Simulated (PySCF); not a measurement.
## Two runs on C₃H₇FOSi

System: C₃H₇FOSi.
Method of run 1: GIAO PBE0/6-31G NMR shielding, non-relativistic, gas phase (PySCF 2.14.0).

The geometry comes from this level: PBE0-D3(BJ)/def2-SVP. Text and figures count atoms from 1; the logs count them from 0 in places.

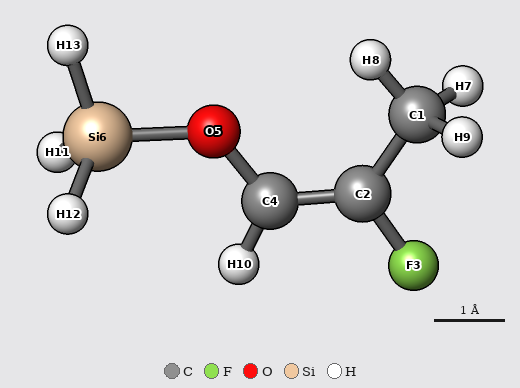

Fig. 1: The structure (ball-and-stick view, seen at a tilt; atoms are numbered from 1 in the order of the input). Bond lengths as drawn: C–C 1.34 to 1.48 Å, C–F 1.34 Å, C–H 1.10 Å, C–O 1.36 Å, H–Si 1.49 Å and O–Si 1.67 Å.

The input, run 1:
```
{"job": {"kind": "nmr", "xc": "PBE0", "basis": "6-31G", "pop": true}, "charge": 0, "multiplicity": 1}
C     -2.138055    -0.514108     0.273689
C     -1.316533     0.372573    -0.579605
F     -2.017256     1.133021    -1.436143
C      0.014890     0.491650    -0.583540
O      0.795113    -0.244070     0.248114
Si     2.453273    -0.083544     0.421832
H     -2.723534    -1.215327    -0.343157
H     -1.492672    -1.086453     0.951241
H     -2.853410     0.076045     0.869256
H      0.494168     1.195582    -1.274414
H      3.143624    -0.367684    -0.872344
H      2.800847     1.301997     0.860410
H      2.843647    -1.076307     1.455344
```

The first line tells a small driver script what to run in PySCF; the rest is the geometry in Å.

Command:
```bash
OMP_NUM_THREADS=1 python <driver script> task.json out
```

Hardware: 1 CPU thread, shared host.

Output (run 1):
```
coarse grid: 11400 points
cycle   1  E = -582.4437189937  dE =  7.582e-01  |g| = 6.944e-01  |ddm| = 3.356e+00
cycle   2  E = -582.2962071706  dE =  1.475e-01  |g| = 1.127e+00  |ddm| = 1.916e+00
cycle   3  E = -582.5355186665  dE = -2.393e-01  |g| = 1.334e-01  |ddm| = 1.242e+00
cycle   4  E = -582.5391830094  dE = -3.664e-03  |g| = 4.748e-02  |ddm| = 1.951e-01
cycle   5  E = -582.5396028028  dE = -4.198e-04  |g| = 1.627e-02  |ddm| = 5.576e-02
cycle   6  E = -582.5396701836  dE = -6.738e-05  |g| = 2.314e-03  |ddm| = 1.719e-02
cycle   7  E = -582.5396715616  dE = -1.378e-06  |g| = 8.759e-04  |ddm| = 3.353e-03
final grid: 105968 points
cycle   8  E = -582.4939451047  dE = -6.765e-06  |g| = 7.451e-03  |ddm| = 1.501e-02
cycle   9  E = -582.4939327623  dE =  1.234e-05  |g| = 1.106e-02  |ddm| = 1.648e-02
cycle  10  E = -582.4939566407  dE = -2.388e-05  |g| = 1.134e-03  |ddm| = 1.030e-02
cycle  11  E = -582.4939569461  dE = -3.053e-07  |g| = 2.358e-04  |ddm| = 1.269e-03
cycle  12  E = -582.4939569575  dE = -1.140e-08  |g| = 6.774e-05  |ddm| = 3.129e-04
cycle  13  E = -582.4939569585  dE = -9.964e-10  |g| = 1.457e-05  |ddm| = 8.172e-05
converged SCF energy = -582.4939569585

GIAO shielding tensors (ppm)
atom      isotropic    diamagn.    paramagn.     s11        s22        s33       span
  0 C      185.424     250.181     -64.757    174.772    182.460    199.040     24.268
  1 C       50.368     248.728    -198.360    -25.638     81.984     94.758    120.396
  2 F      332.840     469.230    -136.391    261.887    343.490    393.142    131.255
  3 C       73.199     253.334    -180.134     -1.528     97.572    123.554    125.082
  4 O      298.178     402.090    -103.912    207.742    323.921    362.872    155.130
  5 Si     440.605     879.569    -438.964    386.615    402.259    532.942    146.327
  6 H       30.803      29.043       1.759     26.870     28.277     37.260     10.390
  7 H       30.073      30.209      -0.135     24.787     31.126     34.307      9.520
  8 H       30.834      29.114       1.720     26.922     28.330     37.251     10.329
  9 H       26.236      29.532      -3.297     23.220     26.038     29.448      6.229
 10 H       27.449      28.234      -0.786     23.579     25.864     32.904      9.325
 11 H       27.479      28.270      -0.791     23.606     25.922     32.910      9.304
 12 H       27.430      28.863      -1.433     23.453     26.045     32.792      9.339
```

The input of run 2 differs as follows (lines with − go, lines with + come):
```diff
-"basis": "6-31G"
+"basis": "STO-3G"
```

How does run 2 compare with run 1?

The total energy of run 2 is 4449.9 kcal/mol higher, which measures the change of basis and not a stability. The HOMO goes from −6.09 to −2.71 eV. The LUMO goes from 0.24 to 4.66 eV. The dipole moment goes from 1.97 to 1.53 D. Of all shieldings, the largest change is that of Si6, by +118.0 ppm. The number of SCF iterations is the same. The basis functions go from 72 to 41.

Output (run 2):
```
coarse grid: 11400 points
cycle   1  E = -575.3367436825  dE =  6.320e-01  |g| = 5.595e-01  |ddm| = 4.484e+00
cycle   2  E = -575.2132372090  dE =  1.235e-01  |g| = 9.179e-01  |ddm| = 1.912e+00
cycle   3  E = -575.4438856622  dE = -2.306e-01  |g| = 1.236e-01  |ddm| = 1.226e+00
cycle   4  E = -575.4489597813  dE = -5.074e-03  |g| = 5.661e-02  |ddm| = 2.898e-01
cycle   5  E = -575.4500243681  dE = -1.065e-03  |g| = 1.353e-02  |ddm| = 9.451e-02
cycle   6  E = -575.4500776412  dE = -5.327e-05  |g| = 3.444e-03  |ddm| = 1.947e-02
cycle   7  E = -575.4500813758  dE = -3.735e-06  |g| = 4.257e-04  |ddm| = 4.908e-03
final grid: 105968 points
cycle   8  E = -575.4025771476  dE = -3.002e-06  |g| = 4.509e-03  |ddm| = 1.321e-02
cycle   9  E = -575.4025720958  dE =  5.052e-06  |g| = 5.978e-03  |ddm| = 1.401e-02
cycle  10  E = -575.4025831998  dE = -1.110e-05  |g| = 9.531e-04  |ddm| = 8.986e-03
cycle  11  E = -575.4025835026  dE = -3.028e-07  |g| = 8.694e-05  |ddm| = 1.426e-03
cycle  12  E = -575.4025835050  dE = -2.362e-09  |g| = 2.618e-05  |ddm| = 1.546e-04
cycle  13  E = -575.4025835052  dE = -2.051e-10  |g| = 6.665e-06  |ddm| = 3.746e-05
converged SCF energy = -575.4025835052

GIAO shielding tensors (ppm)
atom      isotropic    diamagn.    paramagn.     s11        s22        s33       span
  0 C      217.962     245.145     -27.183    207.052    218.863    227.973     20.921
  1 C      121.386     257.380    -135.994     71.542    130.739    161.877     90.334
  2 F      353.297     453.109     -99.813    266.765    304.851    488.273    221.508
  3 C      124.671     257.320    -132.648     64.443    139.575    169.996    105.552
  4 O      376.661     381.188      -4.527    223.726    438.299    467.958    244.232
  5 Si     558.609     867.565    -308.957    513.275    519.048    643.503    130.228
  6 H       31.458      29.229       2.229     26.845     28.050     39.480     12.635
  7 H       30.826      31.516      -0.690     24.417     31.201     36.860     12.443
  8 H       31.466      29.312       2.154     26.832     28.090     39.477     12.645
  9 H       28.299      33.133      -4.834     24.684     29.148     31.065      6.381
 10 H       30.025      30.580      -0.555     26.269     27.692     36.115      9.846
 11 H       30.053      30.731      -0.677     26.268     27.752     36.140      9.872
 12 H       29.764      30.486      -0.722     25.804     27.610     35.880     10.076
```

The two runs side by side:

```tsv
quantity	run 1	run 2
outcome	converged	converged
total energy (hartree)	−582.493957	−575.402584
HOMO (eV)	−6.09	−2.71
LUMO (eV)	0.24	4.66
dipole moment (D)	1.97	1.53
shielding of C1 (ppm)	185.4	218.0
shielding of C2 (ppm)	50.4	121.4
shielding of F3 (ppm)	332.8	353.3
shielding of C4 (ppm)	73.2	124.7
shielding of O5 (ppm)	298.2	376.7
shielding of Si6 (ppm)	440.6	558.6
shielding of H11 (ppm)	27.4	30.0
SCF iterations	13	13
basis functions	72	41
wall time (shared host)	5.9 s	3.1 s
```
